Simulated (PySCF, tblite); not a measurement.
**C₈H₁₁ radical: geometry, infrared bands and EPR parameters**

Wanted: the infrared bands and EPR parameters of C₈H₁₁ radical (`[CH2][C@H]1C=C/C1=C/CC`), by calculation.

Programs: tblite 0.8.0 and PySCF 2.14.0, with density-fitted response routines of our own. Each step states its level of theory. These are calculated values for one molecule in the gas phase, unless marked as measured. Atoms count from 0, in the outputs and in this text.

### 1 Starting geometry

19 atoms, charge 0, multiplicity 2; geometry from: force field or distance geometry start.

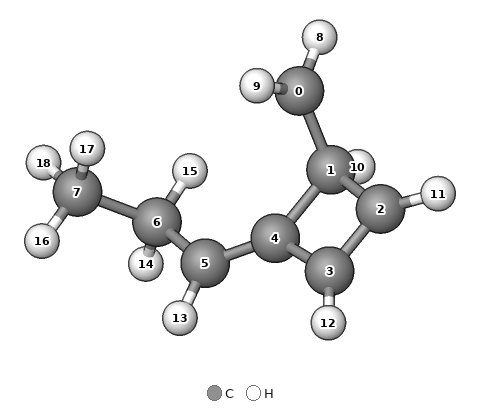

As it starts; carbon grey, hydrogen white, atoms numbered.

### 2 Geometry optimisation with GFN2-xTB

What the job is given:

```
{"job": {"kind": "relax", "xc": "GFN2-xTB", "basis": "xTB"}, "charge": 0, "multiplicity": 2}
C     -1.358600    -0.824600     1.467800
C     -1.534900    -0.731600    -0.003900
C     -2.675700     0.155000    -0.403100
C     -1.886300     1.076300    -1.019900
C     -0.697600     0.331600    -0.660200
C      0.603700     0.538500    -0.890300
C      1.722300    -0.368800    -0.467100
C      2.636300     0.305000     0.558100
H     -1.531400    -1.767300     1.974800
H     -1.080400     0.044600     2.054400
H     -1.510400    -1.727200    -0.468000
H     -3.762000     0.074300    -0.268200
H     -2.061500     2.001900    -1.532700
H      0.899400     1.436400    -1.432500
H      2.303100    -0.639700    -1.346000
H      1.326800    -1.301200    -0.025500
H      3.078500     1.216000     0.148400
H      2.076700     0.562300     1.461200
H      3.442300    -0.372200     0.845200
```

Launch:

```
> OMP_NUM_THREADS=1 python probes_run.py task.json out
```

This one command runs all jobs of the session in turn.

Output:

```text
step      E/eV     max force
  0    -614.18592    2.011
  1    -614.27071    1.274
  2    -614.28718    0.443
  3    -614.29263    0.191
  4    -614.29565    0.191
  5    -614.29753    0.156
  6    -614.29871    0.092
  7    -614.29991    0.130
  8    -614.30124    0.119
  9    -614.30230    0.086
 10    -614.30296    0.061
 11    -614.30355    0.062
 12    -614.30430    0.088
 13    -614.30519    0.088
 14    -614.30601    0.068
 15    -614.30670    0.053
 16    -614.30741    0.073
 17    -614.30824    0.092
 18    -614.30904    0.072
 19    -614.30961    0.045
 20    -614.30999    0.050
 21    -614.31031    0.052
 22    -614.31064    0.048
 23    -614.31097    0.044
 24    -614.31129    0.043
 25    -614.31162    0.048
 26    -614.31201    0.054
 27    -614.31248    0.059
 28    -614.31309    0.065
 29    -614.31387    0.070
 30    -614.31482    0.074
 31    -614.31577    0.073
 32    -614.31660    0.062
 33    -614.31731    0.060
 34    -614.31796    0.061
 35    -614.31863    0.068
 36    -614.31922    0.063
 37    -614.31964    0.089
 38    -614.32008    0.053
 39    -614.32048    0.049
 40    -614.32082    0.044
 41    -614.32132    0.056
 42    -614.32171    0.051
 43    -614.32208    0.046
 44    -614.32239    0.054
 45    -614.32272    0.050
 46    -614.32305    0.047
 47    -614.32325    0.052
 48    -614.32338    0.021
 49    -614.32345    0.022
 50    -614.32352    0.018
 51    -614.32361    0.021
 52    -614.32370    0.021
 53    -614.32377    0.020
 54    -614.32384    0.021
 55    -614.32391    0.021
 56    -614.32400    0.020
 57    -614.32409    0.018
 58    -614.32416    0.015
 59    -614.32421    0.015
 60    -614.32425    0.014
 61    -614.32429    0.013
 62    -614.32432    0.012
 63    -614.32434    0.013
 64    -614.32437    0.013
 65    -614.32439    0.008
```

Run time: 0.3 s. Hardware: 1 thread of Intel Xeon 6975P-C, shared host.

The steps of the relaxation: (not every step is listed)

| step | energy from step 0 (eV) | largest force (eV/Å) |
| --- | --- | --- |
| 0 | 0.0000 | 2.0107 |
| 1 | -0.0848 | 1.2735 |
| 2 | -0.1013 | 0.4429 |
| 3 | -0.1067 | 0.1914 |
| 4 | -0.1097 | 0.1907 |
| 5 | -0.1116 | 0.1556 |
| 6 | -0.1128 | 0.0916 |
| 7 | -0.1140 | 0.1299 |
| 8 | -0.1153 | 0.1190 |
| 13 | -0.1193 | 0.0877 |
| 18 | -0.1231 | 0.0721 |
| 23 | -0.1250 | 0.0443 |
| 28 | -0.1272 | 0.0646 |
| 33 | -0.1314 | 0.0600 |
| 38 | -0.1342 | 0.0531 |
| 43 | -0.1362 | 0.0457 |
| 48 | -0.1375 | 0.0207 |
| 53 | -0.1378 | 0.0197 |
| 58 | -0.1382 | 0.0146 |
| 60 | -0.1383 | 0.0137 |
| 61 | -0.1384 | 0.0127 |
| 62 | -0.1384 | 0.0119 |
| 63 | -0.1384 | 0.0127 |
| 64 | -0.1385 | 0.0133 |
| 65 | -0.1385 | 0.0082 |

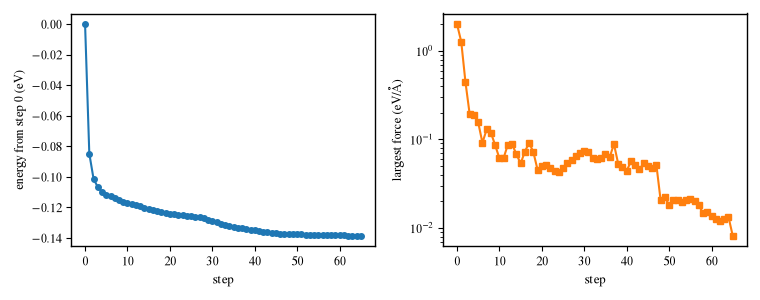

Energy and force, step by step.

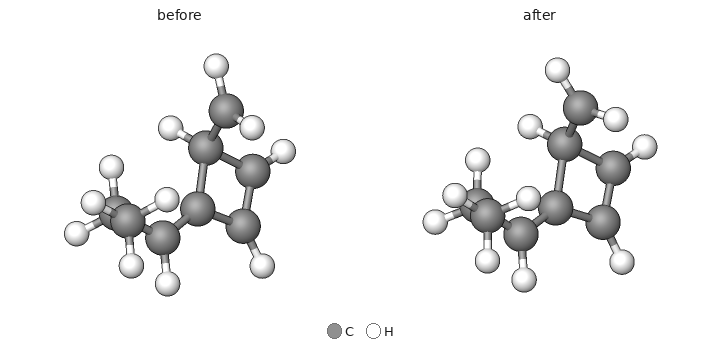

The geometry before (left) and after (right).

Close pairs (by a distance rule), those that changed most:

| bond | before (Å) | after (Å) | change (Å) |
| --- | --- | --- | --- |
| C1–C4 | 1.504 | 1.558 | +0.054 |
| C0–C1 | 1.485 | 1.453 | -0.032 |
| C1–C2 | 1.499 | 1.530 | +0.031 |
| C2–H11 | 1.098 | 1.074 | -0.024 |
| C2–C3 | 1.361 | 1.339 | -0.022 |
| C4–C5 | 1.338 | 1.323 | -0.014 |
| C6–H15 | 1.105 | 1.091 | -0.014 |
| C0–H8 | 1.084 | 1.073 | -0.012 |

The final coordinates are the input of the step that follows.

### 3 Infrared spectrum with GFN2-xTB

What the job is given:

```
{"job": {"kind": "ir", "xc": "GFN2-xTB", "basis": "xTB"}, "charge": 0, "multiplicity": 2}
C     -1.273274    -0.863803     1.411339
C     -1.533591    -0.719572    -0.010818
C     -2.691148     0.202049    -0.398763
C     -1.914497     1.093878    -1.026902
C     -0.687784     0.366925    -0.739258
C      0.613121     0.539544    -0.908136
C      1.663248    -0.398345    -0.406150
C      2.604538     0.302089     0.573670
H     -1.024919    -1.810934     1.849506
H     -1.302866     0.002500     2.044406
H     -1.535922    -1.678718    -0.532080
H     -3.738241     0.131962    -0.171770
H     -2.099309     2.013551    -1.552184
H      0.969279     1.420990    -1.428845
H      2.245446    -0.774660    -1.252761
H      1.185445    -1.245636     0.087941
H      3.085415     1.155293     0.099950
H      2.049045     0.656339     1.438970
H      3.376209    -0.384201     0.914424
```

Output:

```text
mode    cm-1     km/mol
  1      36.4      0.08
  2      94.7      0.24
  3     133.2      0.24
  4     164.0      5.48
  5     192.5      0.04
  6     233.0      0.89
  7     248.6      0.98
  8     332.4      3.43
  9     412.6      0.76
 10     467.1      2.51
 11     518.4     27.97
 12     627.2      1.21
 13     700.0      7.32
 14     781.5     16.95
 15     811.7      4.27
 16     829.6      6.26
 17     836.3      7.63
 18     848.6     15.06
 19     911.1      0.78
 20     952.8     15.42
 21    1024.1      0.58
 22    1028.1      1.85
 23    1066.0      3.06
 24    1080.3      2.09
 25    1104.8      2.00
 26    1124.9      0.99
 27    1152.8      2.25
 28    1176.7      1.88
 29    1233.7      1.37
 30    1239.4      0.41
 31    1267.5      8.46
 32    1281.4      1.04
 33    1336.3      1.87
 34    1406.6      1.04
 35    1408.3      0.60
 36    1469.6      0.55
 37    1500.4      2.65
 38    1504.8      1.84
 39    1590.1      3.78
 40    1762.7      0.40
 41    2944.9     43.53
 42    2954.9     47.21
 43    2993.7     12.33
 44    3027.6      2.27
 45    3034.0     84.88
 46    3034.8     54.65
 47    3040.1     25.48
 48    3112.6     35.22
 49    3127.6     22.97
 50    3132.9     60.05
 51    3167.7     39.45
```

Run time: 0.5 s. Hardware: 1 thread of Intel Xeon 6975P-C, shared host.

The strongest bands and the atoms that carry them (share of the mass-weighted mode):

| cm⁻¹ | km/mol | atoms |
| --- | --- | --- |
| 518 | 28.0 | H9 38 %, C0 29 %, H8 17 % |
| 2945 | 43.5 | H14 92 % |
| 2955 | 47.2 | H10 93 % |
| 3034 | 84.9 | H16 55 %, H13 27 % |
| 3035 | 54.6 | H18 74 %, H17 14 % |
| 3113 | 35.2 | H12 68 %, H11 25 % |
| 3133 | 60.0 | H11 66 %, H12 24 % |
| 3168 | 39.5 | H9 47 %, H8 43 %, C0 10 % |

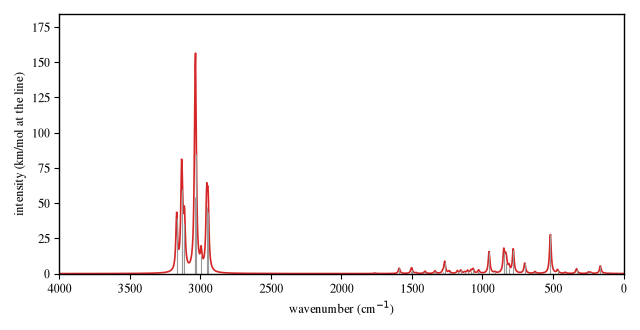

The infrared spectrum from these modes, unscaled. Lines are broadened to a width of 14 cm⁻¹ (Lorentzian).

### 4 EPR parameters: B3LYP/pcH-1

The job, as its differences from that of step 3:

```diff
@@ -1,2 +1,2 @@
-{"job": {"kind": "ir", "xc": "GFN2-xTB", "basis": "xTB"}, "charge": 0, "multiplicity": 2}
+{"job": {"kind": "epr", "basis": "pcH-1"}, "charge": 0, "multiplicity": 2}
 C     -1.273274    -0.863803     1.411339
```

Level: UKS B3LYP, pcH-1 on C H, non-relativistic, mean-field spin-orbit, GIAO.

Output:

```text
UKS, coarse grid
  cycle   1  E = -311.29915648  |g| = 3.37e-01
  cycle   2  E = -311.28813683  |g| = 3.74e-01
  cycle   3  E = -311.36228303  |g| = 5.43e-02
  cycle   4  E = -311.36268384  |g| = 4.92e-02
  cycle   5  E = -311.36395807  |g| = 1.09e-02
  cycle   6  E = -311.36401645  |g| = 3.45e-03
  cycle   7  E = -311.36402324  |g| = 1.26e-03
  cycle   8  E = -311.36402512  |g| = 6.52e-04
UKS, final grid
  cycle   1  E = -311.36400764  |g| = 1.06e-03
  cycle   2  E = -311.36400640  |g| = 1.92e-03
  cycle   3  E = -311.36400821  |g| = 1.32e-04
  cycle   4  E = -311.36400822  |g| = 3.45e-05
  cycle   5  E = -311.36400822  |g| = 2.69e-05
E = -311.36400822 Eh   <S^2> = 0.7543 (exact 0.7500)
g shifts (ppm)      1          2          3
  rmc          -147       -147       -147
  gc              9         35         31
  oz_so         -89        553        634
  total        -227        441        517
hyperfine (MHz)  atom isotope    a_iso     a_fc   dipolar eigenvalues
    0   13C      83.82      83.82    -78.18    -77.37    155.56
    1   13C     -35.08     -35.08     -1.60     -1.40      3.01
    2   13C      76.41      76.41     -6.37     -4.32     10.69
    3   13C      -2.45      -2.45     -1.85      0.09      1.76
    4   13C      75.38      75.38     -9.26     -6.18     15.44
    5   13C       2.93       2.93     -4.19     -2.85      7.04
    6   13C      -0.34      -0.34     -1.14     -0.13      1.27
    7   13C       1.17       1.17     -0.52      0.08      0.44
    8    1H     -62.30     -62.30    -38.11      0.27     37.84
    9    1H     -60.23     -60.23    -37.22     -0.54     37.77
   10    1H       4.00       4.00     -4.62     -3.93      8.54
   11    1H       2.26       2.26     -3.96     -1.76      5.72
   12    1H      -1.43      -1.43     -1.68     -0.87      2.56
   13    1H       8.07       8.07     -2.68     -1.33      4.01
   14    1H       0.73       0.73     -1.44     -0.76      2.20
   15    1H       1.94       1.94     -4.52     -3.02      7.54
   16    1H      -0.13      -0.13     -0.80     -0.69      1.49
   17    1H       0.11       0.11     -1.89     -1.43      3.32
   18    1H      -0.07      -0.07     -0.89     -0.71      1.59
```

It took 60 s on 1 thread of Intel Xeon 6975P-C, shared host; peak memory 1 GiB.

Principal g values 2.00209, 2.00276, 2.00284; g(iso) = 2.00256, against 2.00232 for a free electron.

Hyperfine couplings; where a row names several nuclei, a(iso) is their mean (it holds for fast rotation or exchange) and the dipolar term the largest among them:

| nuclei | isotope | a(iso) (MHz) | a(iso) (G, at g = 2.0023) | largest dipolar term (MHz) |
| --- | --- | --- | --- | --- |
| C0 | 13C | 83.8 | 29.9 | 155.6 |
| C2 | 13C | 76.4 | 27.3 | 10.7 |
| C4 | 13C | 75.4 | 26.9 | 15.4 |
| H8, H9 | 1H | -61.3 | -21.9 | -38.1 |
| C1 | 13C | -35.1 | -12.5 | 3.0 |
| H13 | 1H | 8.1 | 2.9 | 4.0 |
| H10 | 1H | 4.0 | 1.4 | 8.5 |
| C5 | 13C | 2.9 | 1.0 | 7.0 |
| C3 | 13C | -2.5 | -0.9 | -1.9 |
| H11 | 1H | 2.3 | 0.8 | 5.7 |
| H15 | 1H | 1.9 | 0.7 | 7.5 |
| H12 | 1H | -1.4 | -0.5 | 2.6 |
| C7 | 13C | 1.2 | 0.4 | -0.5 |
| H14 | 1H | 0.7 | 0.3 | 2.2 |

Mulliken spin populations:

C0 1.04; C1 -0.09; C2 0.03; C3 0.01; C4 0.04; C5 0.04; C6 0.00; C7 0.00; H8 -0.05; H9 -0.05; H10 0.00; H11 0.01; H12 0.00; H13 0.00; H14 0.00; H15 0.00; H16 0.00; H17 0.00; H18 0.00

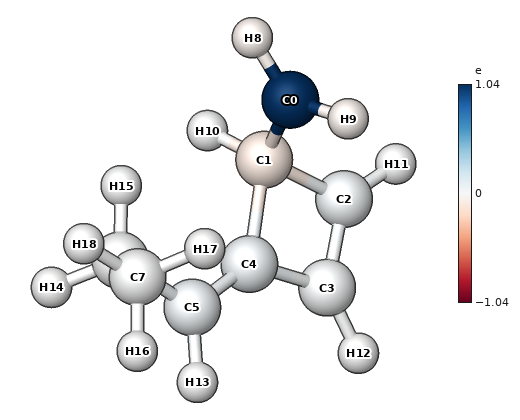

Mulliken spin populations, as colours on the atoms.

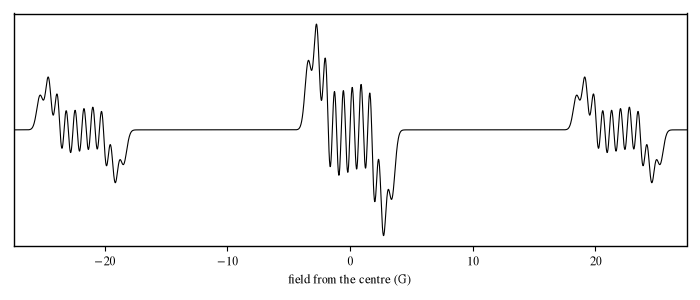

First-order isotropic spectrum (first derivative, main isotopes with spin only, couplings over 0.8 MHz, Gaussian width 0.3 G; couplings of the frozen geometry, rotation of groups not averaged beyond the rows shown).

Orbitals, density, ELF and potential are computed afterwards from the orbital file.

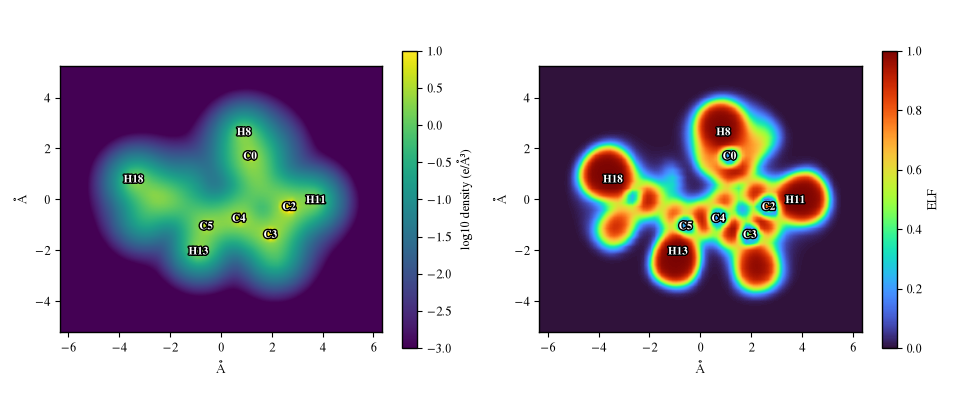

Density (left) and ELF (right) in a plane through or near 9 of the atoms.

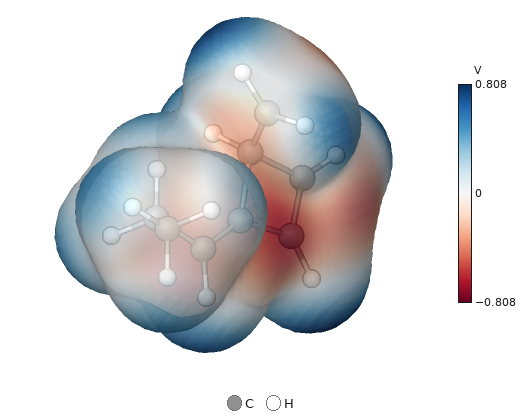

Electrostatic potential on the surface of density 0.002 e/bohr³; red is low, blue high. It runs from -0.67 V near C4 to 0.81 V near H12.

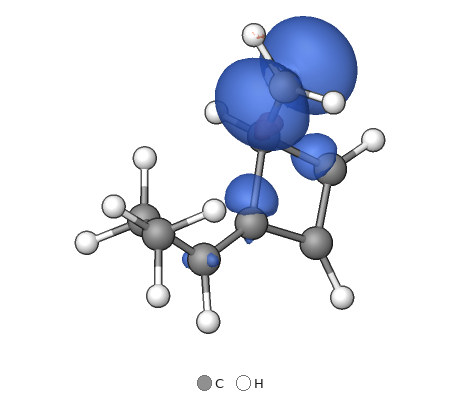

Spin density at ±0.04 e/Å³ (alpha excess blue, beta excess red).

### 5 Results

```
                                 quantity                 value
strongest single infrared mode (GFN2-xTB)  3034 cm⁻¹, 85 km/mol
             zero-point energy (GFN2-xTB)         99.3 kcal/mol
                           g(iso) (B3LYP)               2.00256
                                     ⟨S²⟩    0.754 (exact 0.75)
       largest a(iso) (averaged by class)   13C on C0, 83.8 MHz
    surface potential, least and greatest    -0.67 V and 0.81 V
```

What this shows: Relaxing lowered the energy by 0.138 eV in 65 steps; the close pair that moved most is C1–C4, from 1.504 to 1.558 Å. All 51 modes are real, so the xTB geometry is a minimum. GFN2-xTB is a fitted tight-binding method: band positions and strengths are rough. Its intensities can rank the bands wrongly. Most of the unpaired spin sits on C0 (1.04 e). The isotropic g lies 0.2 ppt above the free-electron value.
